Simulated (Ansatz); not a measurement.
# AlPH (doublet): one geometry, many settings at distance Al1–H3 = 1.761 Å

What do other methods and options give for AlPH (doublet) at this geometry, and how long do they take?

Program: Ansatz 0.2.0, Gaussian basis. Level of theory: the settings change from run to run. These are calculated values, not measurements.

18 further runs of the same task are left out: 1 for a known fault of the program, 15 that didn't finish, 2 set aside as unsound or not needed.

## Step 1: The system

The geometry derives from a PBE0/def2-TZVP stationary point (not a proven minimum). One bond is set to the value named and the two fragments are kept rigid.

3 atoms, charge 0, spin multiplicity 2.

Atoms are counted from 1 here; the program's logs count them from 0.

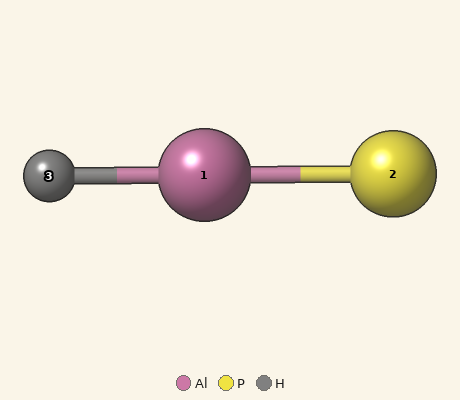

The structure; aluminium pink, phosphorus yellow, hydrogen grey; atoms are numbered from 1 in the order of the file.

## Step 2: BCCD on ROHF/6-31G

The input, in.yaml:

```yaml
crystal:
  periodic: [false, false, false]
  atoms:
    - {symbol: Al, position_ang: [0.000000, 0.000000, 0.127733]}
    - {symbol: P, position_ang: [0.000000, 0.000000, -2.016467]}
    - {symbol: H, position_ang: [0.000000, 0.000000, 1.888733]}
basis:
  gaussian: {orbitals: 6-31G}
magnetization: {spin_polarized: false, initial_magnetization: 1}
correlation: {method: bccd, electrons: valence}
```

Command:

```bash
ansatz run in.yaml --threads 1 --pin off --events-out ev --progress --plain --max-ram 2393MiB
```

Output, shortened:

```text
Functional definition: HF
  name "HF"
  cite "Fock, Z. Phys. 61, 126 (1930) doi:10.1007/BF01340294"
  parent pbe
[...]
310 factors; integrals over basis functions are off by at most 1.3e-4 eV
[...]
mean field -15866.97382051 eV, -583.1005328827 hartree, gradient 1.8e-6 eV, S^2 0.750000; 4 other end points of the search recorded, 0 dependent functions left out
[...]
determinant -15866.97382051 eV, -583.1005328827 hartree, with singles and doubles -15869.69780221 eV, -583.2006373636 hartree
determinant -15864.97822860 eV, -583.0271962326 hartree, with singles and doubles -15868.13293219 eV, -583.1431294510 hartree
10 core orbitals not correlated: weight in the atoms' cores, before any rotation towards them, 1.000 or more for the frozen orbitals, at most 0.000 for the correlated occupied ones
reference -15866.97382051 eV, -583.1005328827 hartree; 5, 4 occupied and 13, 14 virtual orbitals, 310 factors
second order -2.14904369 eV of doubles, -0.00920252 eV of singles
cycle   1  -2.70588268 eV  change    1.8e-2 eV  update   3.1e-2
[...]
cycle  11  -2.70023551 eV  change   -1.2e-6 eV  update   5.4e-6
Total energy: -15869.67405603 eV, -583.1997647076 hartree
```

It took 0.84 s on 1 thread of Arm Neoverse V2, shared host.

From the report: correlation -2.7002 eV; largest double amplitude 0.11.

## Step 3: MP2 on ROHF/6-31G

in.yaml: that of step 2 with these lines changed.

```diff
@@ -9,2 +9,4 @@
 magnetization: {spin_polarized: false, initial_magnetization: 1}
-correlation: {method: bccd, electrons: valence}
+correlation: {method: mp2, electrons: outside_noble_gas}
+scf: {lower_state_search: full}
+output: {forces: true}
```

Launched as before.

Output, shortened:

```text
Functional definition: HF
  name "HF"
  cite "Fock, Z. Phys. 61, 126 (1930) doi:10.1007/BF01340294"
  parent pbe
[...]
310 factors; integrals over basis functions are off by at most 1.3e-4 eV
[...]
mean field -15866.97382051 eV, -583.1005328827 hartree, gradient 1.8e-6 eV, S^2 0.750000; 10 other end points of the search recorded, 0 dependent functions left out
[...]
10 core orbitals not correlated: weight in the atoms' cores, before any rotation towards them, 1.000 or more for the frozen orbitals, at most 0.000 for the correlated occupied ones
reference -15866.97382051 eV, -583.1005328827 hartree; 5, 4 occupied and 13, 14 virtual orbitals, 310 factors
second order -2.14904369 eV of doubles, -0.00920252 eV of singles
[...]
Total energy: -15869.13206672 eV, -583.1798469681 hartree
Atom 0 at     0.000000     0.000000     0.127733 Å, force    -0.000000     0.000000     3.257622 eV/Å
Atom 1 at     0.000000     0.000000    -2.016467 Å, force     0.000000    -0.000000    -1.709454 eV/Å
Atom 2 at     0.000000     0.000000     1.888733 Å, force    -0.000000    -0.000000    -1.548169 eV/Å
Dipole moment:     0.000000    -0.000000     0.485714 e Å
```

Wall time 0.72 s (1 thread of Arm Neoverse V2, shared host).

## Step 4: CCSD/cc-pVDZ

in.yaml: that of step 3 with these lines changed.

```diff
@@ -7,6 +7,6 @@
 basis:
-  gaussian: {orbitals: 6-31G}
+  gaussian: {orbitals: cc-pVDZ}
 magnetization: {spin_polarized: false, initial_magnetization: 1}
-correlation: {method: mp2, electrons: outside_noble_gas}
-scf: {lower_state_search: full}
+hamiltonian: {xc: {name: B3LYP}}
+correlation: {method: ccsd, electrons: outside_noble_gas}
 output: {forces: true}
```

The command is unchanged.

Output, shortened:

```text
Functional definition: B3LYP
  name "B3LYP"
  cite "Stephens, Devlin, Chabalowski & Frisch, J. Phys. Chem. 98, 11623 (1994) doi:10.1021/j100096a001"
  cite "Becke, Phys. Rev. A 38, 3098 (1988) doi:10.1103/PhysRevA.38.3098"
  cite "Lee, Yang & Parr, Phys. Rev. B 37, 785 (1988) doi:10.1103/PhysRevB.37.785"
  cite "Vosko, Wilk & Nusair, Can. J. Phys. 58, 1200 (1980) doi:10.1139/p80-159"
[...]
416 factors; integrals over basis functions are off by at most 8.9e-4 eV
[...]
mean field -15900.76059681 eV, -584.3421740101 hartree, gradient 4.9e-6 eV, S^2 0.750000; 2 other end points of the search recorded, 0 dependent functions left out
[...]
10 core orbitals not correlated: weight in the atoms' cores, before any rotation towards them, 1.000 or more for the frozen orbitals, at most 0.000 for the correlated occupied ones
reference -15868.59023784 eV, -583.1599351239 hartree; 5, 4 occupied and 26, 27 virtual orbitals, 416 factors
second order -4.43950298 eV of doubles, -0.23204502 eV of singles
cycle   1  -4.96089270 eV  change   -2.9e-1 eV  update   8.6e-2
[...]
cycle  15  -5.20801400 eV  change   -4.4e-7 eV  update   6.6e-7
[...]
Total energy: -15873.79825184 eV, -583.3513261083 hartree
Atom 0 at     0.000000     0.000000     0.127733 Å, force     0.000000    -0.000000     2.317187 eV/Å
Atom 1 at     0.000000     0.000000    -2.016467 Å, force    -0.000000    -0.000000    -0.616695 eV/Å
Atom 2 at     0.000000     0.000000     1.888733 Å, force     0.000000     0.000000    -1.700492 eV/Å
Dipole moment:    -0.000000    -0.000000     0.455182 e Å
```

Run time: 4.3 s. Hardware: 1 thread of Arm Neoverse V2, shared host.

From the report: correlation -5.2080 eV; T1 0.020; largest double amplitude 0.09. The orbitals are Kohn-Sham ones, so correlation energy and T1 don't compare with those on Hartree-Fock orbitals.

## Step 5: MRCISD+Q(relaxed)(1,5)/cc-pVDZ

in.yaml: that of step 4 with these lines changed.

```diff
@@ -9,4 +9,3 @@
 magnetization: {spin_polarized: false, initial_magnetization: 1}
-hamiltonian: {xc: {name: B3LYP}}
-correlation: {method: ccsd, electrons: outside_noble_gas}
-output: {forces: true}
+correlation: {method: fic_mrcisd_q_relaxed, electrons: valence, active_space: {window: {electrons: 1, orbitals: 5}, states: [{multiplicity: 2, weights: [0.5, 0.5, 1, 1]}], root: 3}}
+accuracy: high
```

Launched as before.

Output, shortened:

```text
Functional definition: HF
  name "HF"
  cite "Fock, Z. Phys. 61, 126 (1930) doi:10.1007/BF01340294"
  parent pbe
[...]
795 factors; integrals over basis functions are off by at most 3.4e-9 eV
[...]
mean field -15868.92981963 eV, -583.1724145244 hartree, gradient 3.5e-8 eV, S^2 0.750000; 4 other end points of the search recorded, 0 dependent functions left out
reference -15868.92981963 eV, -583.1724145244 hartree; 15, 14 occupied and 26, 27 virtual orbitals, 795 factors
state -15868.49827643 eV, -583.1565556044 hartree
state -15864.90988540 eV, -583.0246846665 hartree
state -15864.88797385 eV, -583.0238794319 hartree
state -15864.59757711 eV, -583.0132075482 hartree
contracted CI cycle   1: correlation 0.00000000 eV, 0.0000000000 hartree, residual 1.46e1 eV
contracted CI cycle   2: correlation -4.57593208 eV, -0.1681624021 hartree, residual 3.02e0 eV
contracted CI cycle   3: correlation -4.83394000 eV, -0.1776440184 hartree, residual 8.46e-1 eV
[...]
contracted CI cycle  48: correlation -4.74877793 eV, -0.1745143700 hartree, residual 8.77e-6 eV
contracted CI cycle  49: correlation -4.74877793 eV, -0.1745143700 hartree, residual 3.61e-6 eV
contracted CI cycle  50: correlation -4.74877793 eV, -0.1745143700 hartree, residual 2.23e-6 eV
contracted CI cycle  51: correlation -4.74877793 eV, -0.1745143700 hartree, residual 1.60e-6 eV
contracted CI cycle  52: correlation -4.74877793 eV, -0.1745143700 hartree, residual 3.63e-6 eV
contracted CI cycle  53: correlation -4.74877793 eV, -0.1745143700 hartree, residual 9.86e-7 eV
contracted CI cycle  54: correlation -4.74877793 eV, -0.1745143700 hartree, residual 5.39e-7 eV
contracted CI cycle  55: correlation -4.74877793 eV, -0.1745143700 hartree, residual 2.59e-7 eV
contracted CI cycle  56: correlation -4.74877793 eV, -0.1745143700 hartree, residual 1.29e-7 eV
state -15864.59757711 eV, -583.0132075482 hartree; corrected -15870.04409644 eV, -583.2133634421 hartree
WARN: 1 active orbitals are nearly empty or full. The corrections depend on them more than the energy does, and are more stable in an active space without them
Total energy: -15870.04409644 eV, -583.2133634421 hartree
```

Run time: 7 s. Hardware: 1 thread of Arm Neoverse V2, shared host.

From the report: 3 determinants; active occupations (of the averaged states) 0.33, 0.33, 0.17, 0.17, 0.00. The report marks this result as in doubt.

## Step 6: CCSDT on ROHF/def2-mTZVP

The input, in.yaml:

```yaml
crystal:
  periodic: [false, false, false]
  atoms:
    - {symbol: Al, position_ang: [0.000000, 0.000000, 0.127733]}
    - {symbol: P, position_ang: [0.000000, 0.000000, -2.016467]}
    - {symbol: H, position_ang: [0.000000, 0.000000, 1.888733]}
basis:
  gaussian: {orbitals: def2-mTZVP}
magnetization: {spin_polarized: false, initial_magnetization: 1}
correlation: {method: ccsdt, electrons: valence, diis_vectors: 12}
scf: {omitted_lower_state_checks: [cluster_reference]}
output: {forces: true}
```

Same command.

Output, shortened:

```text
Functional definition: HF
  name "HF"
  cite "Fock, Z. Phys. 61, 126 (1930) doi:10.1007/BF01340294"
  parent pbe
[...]
691 factors; integrals over basis functions are off by at most 2.0e-7 eV
[...]
mean field -15868.78565304 eV, -583.1671165001 hartree, gradient 2.6e-6 eV, S^2 0.750000; 4 other end points of the search recorded, 0 dependent functions left out
10 core orbitals not correlated: weight in the atoms' cores, before any rotation towards them, 1.000 or more for the frozen orbitals, at most 0.000 for the correlated occupied ones
reference -15868.78565304 eV, -583.1671165001 hartree; 5, 4 occupied and 32, 33 virtual orbitals, 691 factors
second order -3.72643341 eV of doubles, -0.04383428 eV of singles
cycle   1  -4.21038003 eV  change   -4.4e-1 eV  update   1.0e-1
[...]
cycle  20  -4.77388956 eV  change    9.5e-7 eV  update   6.1e-7
[...]
Total energy: -15873.55954260 eV, -583.3425537055 hartree
Atom 0 at     0.000000     0.000000     0.127733 Å, force    -0.000000    -0.000000     2.000620 eV/Å
Atom 1 at     0.000000     0.000000    -2.016467 Å, force     0.000000    -0.000000    -0.499196 eV/Å
Atom 2 at     0.000000     0.000000     1.888733 Å, force     0.000000    -0.000000    -1.501424 eV/Å
Dipole moment:     0.000000    -0.000000     0.455575 e Å
Checks for a lower state left out: cluster_reference
```

Wall time 58 s (1 thread of Arm Neoverse V2, shared host); peak memory 0.75 GiB.

From the report: correlation -4.7739 eV; T1 0.033; largest double amplitude 0.11.

## Step 7: The runs in one table

Where basis and cores are those of an earlier FCI/6-31G run (-15869.8472 eV), and the state is the same kind, the miss against it is given. † marks a result that the program doubts.

| level | correlated | functions | energy (eV) | from FCI (meV) | time |
| --- | --- | --- | --- | --- | --- |
| BCCD on ROHF/6-31G | valence | 28 | -15869.6741 | 173.2 | 0.84 s |
| MP2 on ROHF/6-31G | outside noble gas | 28 | -15869.1321 | 715.1 | 0.72 s |
| CCSD/cc-pVDZ (on B3LYP orbitals) | outside noble gas | 41 | -15873.7983 |  | 4.3 s |
| MRCISD+Q(relaxed)(1,5)/cc-pVDZ (excited root 3 of an average) † | valence | 41 | -15870.0441 |  | 7 s |
| CCSDT on ROHF/def2-mTZVP | valence | 47 | -15873.5595 |  | 58 s |

## Step 8: Outcome

```
quantity                           value
    runs                               5
quickest       MP2 on ROHF/6-31G, 0.72 s
 slowest  CCSDT on ROHF/def2-mTZVP, 58 s
```

**Reading.** Total energies in different bases, with other cores or another treatment of relativity can't be set against each other. CCSDT on ROHF/def2-mTZVP took 81 times as long as MP2 on ROHF/6-31G; the jobs differ in more than the method. Among the correlated runs with a miss given, it spans +173 to +715 meV.
